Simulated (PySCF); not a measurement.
# SiH3F (SMILES F[SiH3]): M06-2X/STO-3G

What is the vertical singlet–triplet gap of SiH3F at M06-2X/STO-3G? 

Program for the calculation: PySCF 2.14.0.

9 further runs of the same task are left out: 3 that didn't finish, 6 set aside as unsound or not needed.

## Step 1: Starting point

The species is SiH3F (5 atoms), meant as a singlet with charge 0. As SMILES, `F[SiH3]`. The shape is that of a PBE0-D4/def2-TZVP optimisation.

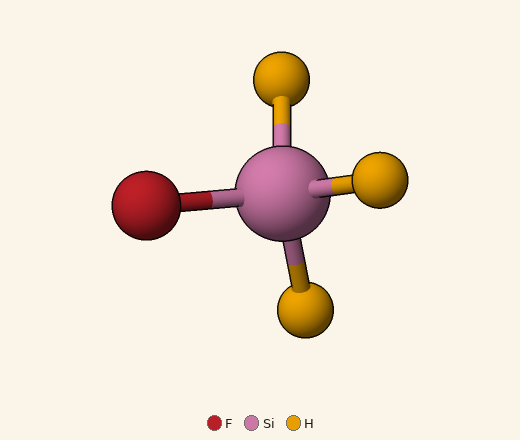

The structure, seen from a chosen angle (fluorine red, silicon pink, hydrogen amber).

## Step 2: A single-point energy at M06-2X/STO-3G

File job.py:

```python
# F[SiH3]
from pyscf import gto, dft

system = gto.M(
    atom='''
F       -1.274600       0.162800       0.858000
Si       0.043300      -0.019300      -0.030700
H       -0.367800      -0.192600      -1.443700
H        0.768600      -1.217900       0.451600
H        0.880500       1.193400       0.123400
''',
    verbose=4,
    basis='sto-3g',
    max_memory=1860,
)

ks = dft.RKS(system)
ks.xc = 'm06-2x'
ks.grids.level = 5
ks.conv_tol = 1e-10
ks.kernel()
if not ks.converged:
    ks = ks.newton().run(ks.mo_coeff, ks.mo_occ)

etot = ks.e_tot
print('Final energy', etot)
```

Run with:

```sh
$ OMP_NUM_THREADS=1 python job.py
```

The program printed:

```text
PySCF version 2.14.0

[INPUT] num. atoms = 5
[INPUT] num. electrons = 26
[INPUT] charge = 0
[INPUT] spin (= nelec alpha-beta = 2S) = 0
[INPUT] symmetry False subgroup None
[INPUT] Mole.unit = angstrom
[INPUT] Symbol           X                Y                Z      unit          X                Y                Z       unit  Magmom
[INPUT]  1 F     -1.274600000000   0.162800000000   0.858000000000 AA   -2.408644918371   0.307647413079   1.621385014877 Bohr   0.0
[INPUT]  2 Si     0.043300000000  -0.019300000000  -0.030700000000 AA    0.081825141194  -0.036471714204  -0.058014592024 Bohr   0.0
[INPUT]  3 H     -0.367800000000  -0.192600000000  -1.443700000000 AA   -0.695041268615  -0.363961251591  -2.728197606035 Bohr   0.0
[INPUT]  4 H      0.768600000000  -1.217900000000   0.451600000000 AA    1.452443499341  -2.301497447108   0.853400317854 Bohr   0.0
[INPUT]  5 H      0.880500000000   1.193400000000   0.123400000000 AA    1.663903852680   2.255199157056   0.233192203771 Bohr   0.0

nuclear repulsion = 63.0428072540354
number of shells = 11
number of NR pGTOs = 51
number of NR cGTOs = 17
basis = sto-3g
ecp = {}

******** <class 'pyscf.dft.rks.RKS'> ********
method = RKS
initial guess = minao
damping factor = 0
level_shift factor = 0
DIIS = <class 'pyscf.scf.diis.CDIIS'>
diis_start_cycle = 1
diis_space = 8
diis_damp = 0
SCF conv_tol = 1e-10
SCF conv_tol_grad = None
SCF max_cycles = 50
direct_scf = True
direct_scf_tol = 1e-13
XC library pyscf.dft.libxc version 7.0.0
    S. Lehtola, C. Steigemann, M. J.T. Oliveira, and M. A.L. Marques.,  SoftwareX 7, 1–5 (2018)
XC functionals = m06-2x
    Y. Zhao and D. G. Truhlar.,  Theor. Chem. Acc. 120, 215 (2008)
    Y. Zhao and D. G. Truhlar.,  Theor. Chem. Acc. 120, 215 (2008)
radial grids:
    Treutler-Ahlrichs [JCP 102, 346 (1995); DOI:10.1063/1.469408] (M4) radial grids

becke partition: Becke, JCP 88, 2547 (1988); DOI:10.1063/1.454033
pruning grids: <function nwchem_prune>
grids dens level: 5
symmetrized grids: False
atomic radii adjust function: <function treutler_atomic_radii_adjust>
small_rho_cutoff = 0
Set gradient conv threshold to 1e-05
Initial guess from minao.
tot grids = 158056
init E= -386.027503395346
  HOMO = -0.36144605155879  LUMO = 0.180029176081358  gap/eV = 14.73429
cycle= 1 E= -386.265028330981  delta_E= -0.238  |g|= 0.349  |ddm|= 2.23
  HOMO = -0.139627600374236  LUMO = 0.30420775001946  gap/eV = 12.07738
cycle= 2 E= -386.305778656121  delta_E= -0.0408  |g|= 0.254  |ddm|=  1.1
  HOMO = -0.265671789176088  LUMO = 0.337689909320017  gap/eV = 16.41831
cycle= 3 E= -386.328832442522  delta_E= -0.0231  |g|= 0.0128  |ddm|= 0.415
  HOMO = -0.269211801860271  LUMO = 0.341430038388376  gap/eV = 16.61641
cycle= 4 E= -386.32895246814  delta_E= -0.00012  |g|= 0.00326  |ddm|= 0.0393
  HOMO = -0.270600427532134  LUMO = 0.341076772088602  gap/eV = 16.64458
cycle= 5 E= -386.328958544076  delta_E= -6.08e-06  |g|= 0.000315  |ddm|= 0.00871
  HOMO = -0.270206166866752  LUMO = 0.341075614134769  gap/eV = 16.63382
cycle= 6 E= -386.328958604189  delta_E= -6.01e-08  |g|= 2.17e-05  |ddm|= 0.00087
  HOMO = -0.270224980501125  LUMO = 0.341074995803299  gap/eV = 16.63432
cycle= 7 E= -386.328958604518  delta_E= -3.29e-10  |g|= 1.58e-06  |ddm|= 6.76e-05
  HOMO = -0.270226600898148  LUMO = 0.341075026971909  gap/eV = 16.63436
cycle= 8 E= -386.328958604519  delta_E= -9.09e-13  |g|= 4.91e-08  |ddm|= 3.12e-06
  HOMO = -0.27022662829398  LUMO = 0.341075026519927  gap/eV = 16.63437
Extra cycle  E= -386.32895860452  delta_E= -9.09e-13  |g|= 2e-08  |ddm|= 1.04e-07
converged SCF energy = -386.32895860452
Final energy -386.3289586045198
```

Wall time 4.8 s (1 thread of Arm Neoverse N1, shared host); peak memory 0.19 GiB.

## Step 3: The triplet at the same level

File input.py:

```python
from pyscf import gto, dft

molecule = gto.Mole()
molecule.atom = '''
F     -2.408645     0.307647     1.621385
Si     0.081825    -0.036472    -0.058015
H     -0.695041    -0.363961    -2.728198
H      1.452443    -2.301497     0.853400
H      1.663904     2.255199     0.233192
'''
molecule.unit = 'bohr'
molecule.max_memory = 1860
molecule.basis = 'sto-3g'
molecule.spin = 2
molecule.verbose = 3
molecule.charge = 0
molecule.build()

mf = dft.UKS(molecule, xc='m06-2x')
mf.conv_tol = 1e-10
mf.grids.level = 5
mf.kernel()
if not mf.converged:
    mf = mf.newton().run(mf.mo_coeff, mf.mo_occ)

e_tot = mf.e_tot
print(f'total energy: {e_tot:.8f} hartree')
```

Run with:

```sh
$ OMP_NUM_THREADS=1 python input.py
```

The program printed:

```text
WARN: HOMO 0.180029153806877 >= LUMO -0.361446108013447

WARN: HOMO 0.202129856268774 >= LUMO 0.0625032451480746

WARN: HOMO 0.184031029834024 >= LUMO -0.0719604532737009

WARN: HOMO 0.145462350923937 >= LUMO -0.0678696077901689

WARN: HOMO 0.132510592074841 >= LUMO -0.0662132253464398

WARN: HOMO 0.124125677986303 >= LUMO -0.0629778244763715

WARN: HOMO 0.110151127112847 >= LUMO -0.0570975695984306

WARN: HOMO 0.113682871667994 >= LUMO -0.0613924599110675

WARN: HOMO 0.11230035107923 >= LUMO -0.0605623385270002

WARN: HOMO 0.112029639845703 >= LUMO -0.0609959923404401

WARN: HOMO 0.112486310970893 >= LUMO -0.0612634143812709

WARN: HOMO 0.112505010624144 >= LUMO -0.0612413077958345

WARN: HOMO 0.112504844351045 >= LUMO -0.0612503992456652

WARN: HOMO 0.112501863766144 >= LUMO -0.0612496301261357

WARN: HOMO 0.112501145835925 >= LUMO -0.0612486528594133

WARN: HOMO 0.112501861237333 >= LUMO -0.0612481798891001

WARN: HOMO 0.112501923230397 >= LUMO -0.0612481424534275

WARN: HOMO 0.112501949086152 >= LUMO -0.0612480968194894

WARN: HOMO 0.112501979351798 >= LUMO -0.0612480914105633

WARN: HOMO 0.112501947362757 >= LUMO -0.061248132154181

WARN: HOMO 0.112501892565456 >= LUMO -0.0612481854227679

WARN: HOMO 0.112501935092444 >= LUMO -0.0612481652374275

WARN: HOMO 0.112501976699655 >= LUMO -0.0612481324795063

WARN: HOMO 0.112501951209532 >= LUMO -0.0612481133899995

WARN: HOMO 0.11250193867729 >= LUMO -0.0612481253660511

converged SCF energy = -385.938954686925  <S^2> = 2.0014701  2S+1 = 3.0009799
total energy: -385.93895469 hartree
```

It took 18 s on 1 thread of Arm Neoverse N1, shared host; peak memory 0.21 GiB.

## Step 4: Outcome

At M06-2X/STO-3G:

| quantity | value |
| --- | --- |
| singlet: total energy | -386.32896 Eh |
| singlet: dipole moment | 0.67 D |
| singlet: HOMO energy | -7.35 eV |
| singlet: LUMO energy | 9.28 eV |
| singlet: HOMO–LUMO gap | 16.63 eV |
| triplet: total energy | -385.93895 Eh |
| triplet: dipole moment | 1.50 D |
| triplet: ⟨S²⟩ | 2.001 |
| vertical energy of the triplet above the singlet | 10.613 eV |

What this shows: At this shape the triplet lies 10.61 eV (245 kcal/mol) above the singlet. In a minimal basis such a difference can be off by several eV, whatever the method. Mulliken charges (singlet) run from -0.26 on F1 to +0.68 on Si2; they depend strongly on the basis. Mulliken charges (triplet) run from -0.17 on H5 to +0.31 on Si2.
